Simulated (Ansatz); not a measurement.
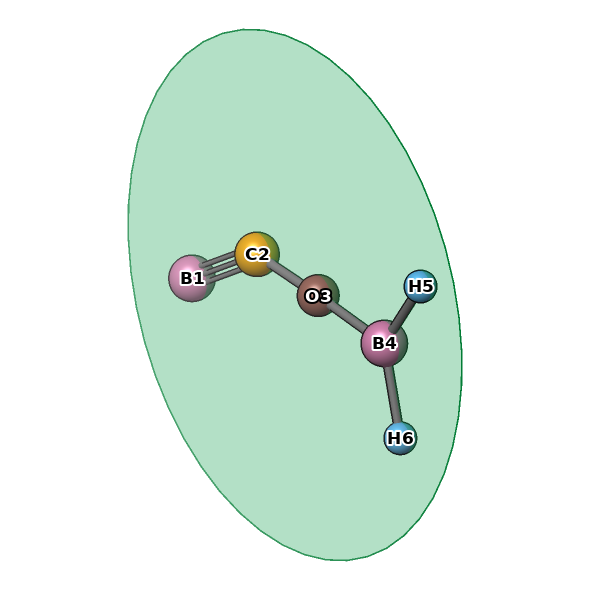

A disc through the centre of mass is drawn in. Depth is shown by fading: the farther an atom, the more it takes the colour of the background. Computed geometry: PBE0-D4/def2-TZVP optimisation. No frequency run is at hand to confirm it as a minimum.

### Is the plane of the disc a mirror plane of the structure?

Yes. The reflection leaves B1, C2, O3, B4, H5, H6 in place. The point group is Cs.
